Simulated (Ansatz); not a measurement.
# MgZnH2: molecular dynamics (part 3 of 3)

MgZnH2, SMILES [MgH][ZnH]; RHF/def2-SVP (Ansatz 0.2.0). 

Geometry of the input (Å):
```
Mg 0.1309  -1.0865  0.5657
Zn -0.1451  1.1067  -0.5914
H  0.3575  -2.5978  1.3888
H  -0.3433  2.5777  -1.3631
```

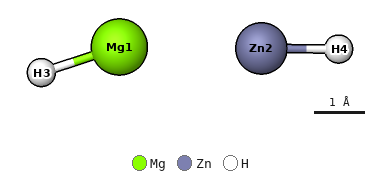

Figure 1. The geometry at step 66 of the log (ball-and-stick view, seen at a tilt; atoms are numbered from 1 in the order of the input).

Trajectory as extended XYZ, continued:
```
4
Properties=species:S:1:pos:R:3:forces:R:3 step=51 time_fs=38.2 energy=-53830.08635 temperature=555.1
Mg    0.0165   -1.2269    0.8032    0.0139  -0.1298  -0.2123
Zn   -0.1071    1.1496   -0.7231    0.1160  -0.4626   0.1356
H     0.1799   -2.9167    1.3297   -0.0599   0.4765  -0.0108
H    -0.0171    2.2813   -1.8681   -0.0700   0.1158   0.0875
4
Properties=species:S:1:pos:R:3:forces:R:3 step=52 time_fs=39.0 energy=-53830.06838 temperature=626.4
Mg    0.0167   -1.2301    0.8054    0.0533  -0.2596  -0.1866
Zn   -0.1054    1.1496   -0.7252    0.1115  -0.2352  -0.0823
H     0.2041   -2.9399    1.3318   -0.0895   0.6257  -0.0545
H    -0.0293    2.3093   -1.8884   -0.0752  -0.1309   0.3233
4
Properties=species:S:1:pos:R:3:forces:R:3 step=53 time_fs=39.8 energy=-53830.03752 temperature=587.9
Mg    0.0168   -1.2338    0.8077    0.0938  -0.3746  -0.1677
Zn   -0.1036    1.1499   -0.7273    0.1005  -0.0389  -0.2621
H     0.2285   -2.9629    1.3331   -0.1208   0.7603  -0.0923
H    -0.0412    2.3390   -1.9056   -0.0735  -0.3469   0.5221
4
Properties=species:S:1:pos:R:3:forces:R:3 step=54 time_fs=40.5 energy=-53830.00093 temperature=573.8
Mg    0.0168   -1.2377    0.8098    0.1325  -0.4539  -0.1627
Zn   -0.1016    1.1505   -0.7294    0.0850   0.1247  -0.4005
H     0.2529   -2.9817    1.3315   -0.1506   0.8583  -0.1167
H    -0.0519    2.3696   -1.9184   -0.0669  -0.5291   0.6798
4
Properties=species:S:1:pos:R:3:forces:R:3 step=55 time_fs=41.2 energy=-53829.96408 temperature=496.3
Mg    0.0172   -1.2421    0.8121    0.1651  -0.5017  -0.1685
Zn   -0.0996    1.1514   -0.7315    0.0663   0.2557  -0.4995
H     0.2740   -2.9965    1.3289   -0.1754   0.9248  -0.1305
H    -0.0634    2.4000   -1.9263   -0.0560  -0.6788   0.7985
4
Properties=species:S:1:pos:R:3:forces:R:3 step=56 time_fs=42.0 energy=-53829.93393 temperature=430.0
Mg    0.0185   -1.2469    0.8149    0.1874  -0.5153  -0.1846
Zn   -0.0981    1.1521   -0.7336    0.0478   0.3519  -0.5585
H     0.2904   -3.0062    1.3269   -0.1919   0.9565  -0.1343
H    -0.0751    2.4279   -1.9286   -0.0433  -0.7931   0.8774
4
Properties=species:S:1:pos:R:3:forces:R:3 step=57 time_fs=42.8 energy=-53829.91572 temperature=379.7
Mg    0.0197   -1.2518    0.8180    0.2026  -0.4938  -0.2118
Zn   -0.0969    1.1529   -0.7359    0.0277   0.4095  -0.5797
H     0.3040   -3.0101    1.3227   -0.2019   0.9524  -0.1264
H    -0.0875    2.4505   -1.9262   -0.0285  -0.8681   0.9179
4
Properties=species:S:1:pos:R:3:forces:R:3 step=58 time_fs=43.5 energy=-53829.91171 temperature=383.7
Mg    0.0200   -1.2568    0.8206    0.2134  -0.4367  -0.2477
Zn   -0.0962    1.1542   -0.7384    0.0070   0.4330  -0.5683
H     0.3170   -3.0073    1.3177   -0.2070   0.9115  -0.1086
H    -0.0998    2.4686   -1.9181   -0.0135  -0.9078   0.9245
4
Properties=species:S:1:pos:R:3:forces:R:3 step=59 time_fs=44.2 energy=-53829.92093 temperature=417.9
Mg    0.0200   -1.2614    0.8222    0.2188  -0.3434  -0.2915
Zn   -0.0952    1.1558   -0.7412   -0.0134   0.4340  -0.5308
H     0.3298   -2.9970    1.3123   -0.2061   0.8312  -0.0810
H    -0.1108    2.4847   -1.9034    0.0007  -0.9218   0.9032
4
Properties=species:S:1:pos:R:3:forces:R:3 step=60 time_fs=45.0 energy=-53829.94101 temperature=524.0
Mg    0.0196   -1.2656    0.8233    0.2220  -0.2283  -0.3404
Zn   -0.0937    1.1571   -0.7443   -0.0369   0.4040  -0.4613
H     0.3442   -2.9823    1.3065   -0.2015   0.7255  -0.0467
H    -0.1231    2.4966   -1.8813    0.0165  -0.9012   0.8485
4
Properties=species:S:1:pos:R:3:forces:R:3 step=61 time_fs=45.8 energy=-53829.96815 temperature=574.8
Mg    0.0189   -1.2700    0.8244    0.2201  -0.0911  -0.3969
Zn   -0.0924    1.1585   -0.7477   -0.0588   0.3336  -0.3568
H     0.3591   -2.9656    1.2993   -0.1914   0.5968  -0.0052
H    -0.1351    2.5034   -1.8526    0.0301  -0.8394   0.7589
4
Properties=species:S:1:pos:R:3:forces:R:3 step=62 time_fs=46.5 energy=-53829.99628 temperature=614.4
Mg    0.0184   -1.2745    0.8256    0.2056   0.0845  -0.4654
Zn   -0.0913    1.1603   -0.7512   -0.0735   0.2282  -0.2289
H     0.3718   -2.9456    1.2892   -0.1697   0.4291   0.0485
H    -0.1436    2.5058   -1.8217    0.0376  -0.7418   0.6458
4
Properties=species:S:1:pos:R:3:forces:R:3 step=63 time_fs=47.2 energy=-53830.02075 temperature=733.5
Mg    0.0181   -1.2787    0.8261    0.1786   0.2997  -0.5431
Zn   -0.0899    1.1623   -0.7552   -0.0839   0.0856  -0.0776
H     0.3834   -2.9215    1.2794   -0.1356   0.2200   0.1127
H    -0.1500    2.5046   -1.7889    0.0409  -0.6052   0.5079
4
Properties=species:S:1:pos:R:3:forces:R:3 step=64 time_fs=48.0 energy=-53830.03732 temperature=774.9
Mg    0.0176   -1.2820    0.8265    0.1402   0.5379  -0.6248
Zn   -0.0882    1.1644   -0.7594   -0.0893  -0.1043   0.1059
H     0.3912   -2.8952    1.2741   -0.0906  -0.0146   0.1822
H    -0.1551    2.5016   -1.7510    0.0397  -0.4191   0.3367
4
Properties=species:S:1:pos:R:3:forces:R:3 step=65 time_fs=48.8 energy=-53830.04140 temperature=770.0
Mg    0.0172   -1.2847    0.8267    0.0983   0.7682  -0.7035
Zn   -0.0866    1.1666   -0.7638   -0.0897  -0.3455   0.3181
H     0.3969   -2.8702    1.2746   -0.0425  -0.2429   0.2498
H    -0.1605    2.4971   -1.7093    0.0339  -0.1798   0.1356
4
Properties=species:S:1:pos:R:3:forces:R:3 step=66 time_fs=49.5 energy=-53830.03146 temperature=711.6
Mg    0.0170   -1.2870    0.8271    0.0615   0.9596  -0.7727
Zn   -0.0853    1.1686   -0.7682   -0.0848  -0.6330   0.5485
H     0.4017   -2.8498    1.2789    0.0003  -0.4331   0.3081
H    -0.1670    2.4912   -1.6667    0.0231   0.1065  -0.0839
4
Properties=species:S:1:pos:R:3:forces:R:3 step=67 time_fs=50.2 energy=-53830.00644 temperature=741.4
Mg    0.0166   -1.2893    0.8280    0.0235   1.1417  -0.8422
Zn   -0.0839    1.1701   -0.7729   -0.0730  -0.9598   0.7886
H     0.4044   -2.8310    1.2861    0.0434  -0.6148   0.3665
H    -0.1720    2.4849   -1.6244    0.0060   0.4328  -0.3129
4
Properties=species:S:1:pos:R:3:forces:R:3 step=68 time_fs=51.0 energy=-53829.96900 temperature=732.3
Mg    0.0156   -1.2916    0.8286   -0.0058   1.2844  -0.9026
Zn   -0.0826    1.1714   -0.7777   -0.0564  -1.3201   1.0300
H     0.4080   -2.8155    1.2956    0.0787  -0.7574   0.4158
H    -0.1778    2.4795   -1.5818   -0.0165   0.7931  -0.5432
4
Properties=species:S:1:pos:R:3:forces:R:3 step=69 time_fs=51.8 energy=-53829.92718 temperature=677.9
Mg    0.0142   -1.2938    0.8288   -0.0157   1.3467  -0.9398
Zn   -0.0813    1.1728   -0.7825   -0.0354  -1.6858   1.2515
H     0.4124   -2.8066    1.3077    0.0949  -0.8193   0.4414
H    -0.1848    2.4765   -1.5400   -0.0437   1.1584  -0.7531
4
Properties=species:S:1:pos:R:3:forces:R:3 step=70 time_fs=52.5 energy=-53829.88528 temperature=676.5
Mg    0.0128   -1.2960    0.8290   -0.0097   1.3469  -0.9581
Zn   -0.0799    1.1738   -0.7870   -0.0105  -2.0369   1.4406
H     0.4169   -2.8020    1.3243    0.0952  -0.8190   0.4480
H    -0.1929    2.4761   -1.4989   -0.0750   1.5090  -0.9305
4
Properties=species:S:1:pos:R:3:forces:R:3 step=71 time_fs=53.2 energy=-53829.85611 temperature=734.3
Mg    0.0115   -1.2974    0.8294    0.0157   1.2779  -0.9535
Zn   -0.0783    1.1743   -0.7917    0.0122  -2.2901   1.5548
H     0.4219   -2.8012    1.3452    0.0772  -0.7501   0.4313
H    -0.2045    2.4821   -1.4593   -0.1051   1.7623  -1.0326
4
Properties=species:S:1:pos:R:3:forces:R:3 step=72 time_fs=54.0 energy=-53829.85428 temperature=696.1
Mg    0.0101   -1.2976    0.8297    0.0625   1.1275  -0.9178
Zn   -0.0765    1.1747   -0.7962    0.0198  -2.3533   1.5598
H     0.4274   -2.8061    1.3699    0.0367  -0.5995   0.3827
H    -0.2154    2.4981   -1.4237   -0.1190   1.8254  -1.0248
4
Properties=species:S:1:pos:R:3:forces:R:3 step=73 time_fs=54.8 energy=-53829.87404 temperature=657.1
Mg    0.0087   -1.2977    0.8297    0.1213   0.9327  -0.8582
Zn   -0.0749    1.1751   -0.8004    0.0080  -2.2416   1.4829
H     0.4350   -2.8149    1.3976   -0.0173  -0.4019   0.3110
H    -0.2240    2.5214   -1.3941   -0.1121   1.7108  -0.9358
4
Properties=species:S:1:pos:R:3:forces:R:3 step=74 time_fs=55.5 energy=-53829.90740 temperature=770.6
Mg    0.0074   -1.2981    0.8292    0.1854   0.7231  -0.7849
Zn   -0.0734    1.1751   -0.8044   -0.0234  -1.9593   1.3421
H     0.4425   -2.8269    1.4262   -0.0770  -0.1876   0.2259
H    -0.2343    2.5524   -1.3692   -0.0850   1.4238  -0.7831
4
Properties=species:S:1:pos:R:3:forces:R:3 step=75 time_fs=56.2 energy=-53829.94139 temperature=802.8
Mg    0.0067   -1.2976    0.8284    0.2493   0.5143  -0.7054
Zn   -0.0717    1.1747   -0.8085   -0.0718  -1.5507   1.1690
H     0.4494   -2.8404    1.4539   -0.1368   0.0251   0.1351
H    -0.2477    2.5906   -1.3474   -0.0407   1.0113  -0.5987
4
Properties=species:S:1:pos:R:3:forces:R:3 step=76 time_fs=57.0 energy=-53829.96066 temperature=766.9
Mg    0.0064   -1.2964    0.8277    0.3133   0.3110  -0.6214
Zn   -0.0701    1.1741   -0.8125   -0.1291  -1.1145   1.0071
H     0.4598   -2.8547    1.4800   -0.1968   0.2322   0.0414
H    -0.2614    2.6311   -1.3305    0.0127   0.5713  -0.4270
4
Properties=species:S:1:pos:R:3:forces:R:3 step=77 time_fs=57.8 energy=-53829.95945 temperature=827.1
Mg    0.0058   -1.2952    0.8270    0.3768   0.1127  -0.5345
Zn   -0.0687    1.1731   -0.8163   -0.1926  -0.6660   0.8590
H     0.4711   -2.8715    1.5049   -0.2569   0.4344  -0.0544
H    -0.2748    2.6748   -1.3167    0.0727   0.1189  -0.2700
4
Properties=species:S:1:pos:R:3:forces:R:3 step=78 time_fs=58.5 energy=-53829.93519 temperature=777.8
Mg    0.0051   -1.2939    0.8256    0.4309  -0.0607  -0.4537
Zn   -0.0677    1.1717   -0.8196   -0.2576  -0.2269   0.7293
H     0.4793   -2.8883    1.5279   -0.3087   0.6105  -0.1423
H    -0.2889    2.7222   -1.3042    0.1354  -0.3229  -0.1332
4
Properties=species:S:1:pos:R:3:forces:R:3 step=79 time_fs=59.2 energy=-53829.88962 temperature=726.6
Mg    0.0047   -1.2923    0.8231    0.4804  -0.2156  -0.3749
Zn   -0.0670    1.1701   -0.8230   -0.3188   0.1388   0.6294
H     0.4877   -2.9047    1.5493   -0.3555   0.7672  -0.2249
H    -0.3062    2.7658   -1.2966    0.1940  -0.6904  -0.0296
4
Properties=species:S:1:pos:R:3:forces:R:3 step=80 time_fs=60.0 energy=-53829.83075 temperature=595.9
Mg    0.0043   -1.2914    0.8204    0.5258  -0.3507  -0.2993
Zn   -0.0664    1.1683   -0.8261   -0.3759   0.4096   0.5621
H     0.4960   -2.9206    1.5715   -0.3972   0.9040  -0.3023
H    -0.3275    2.8018   -1.2900    0.2474  -0.9630   0.0395
```

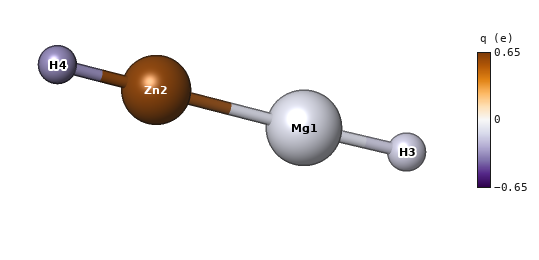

Figure 2. Mulliken charges, as the colour of each atom (ball-and-stick view, seen at a tilt; atoms are numbered from 1 in the order of the input). By element: Mg −0.11, Zn +0.62 and H −0.33 to −0.18 e.

Key numbers:

- outcome: finished
- mean temperature over the second half: 575 K
- trajectory: 80 steps, 60 fs
- ensemble: nvt_langevin
- temperature in the input: 1000 K
- time step: 0.75 fs
- potential energy (last step): −53829.8308 eV
- SCF solution under orbital rotations (last step): stable
- largest force (length of the vector) (last step): 1.033 eV/Å
- dipole moment (last step): 0.63 D
- hardware: 2 threads of AMD EPYC, 180 GiB of memory available, shared host
- wall time: 2.3 min (CPU time 2.3 min)
- peak memory: 0.1 GiB

Remarks:

So short a trajectory is not equilibrated. The logged temperature at the start can lie below the typed one, since it is counted over all degrees of freedom. The temperature stays far from the 1000 K of the thermostat over the second half: the run isn't equilibrated.
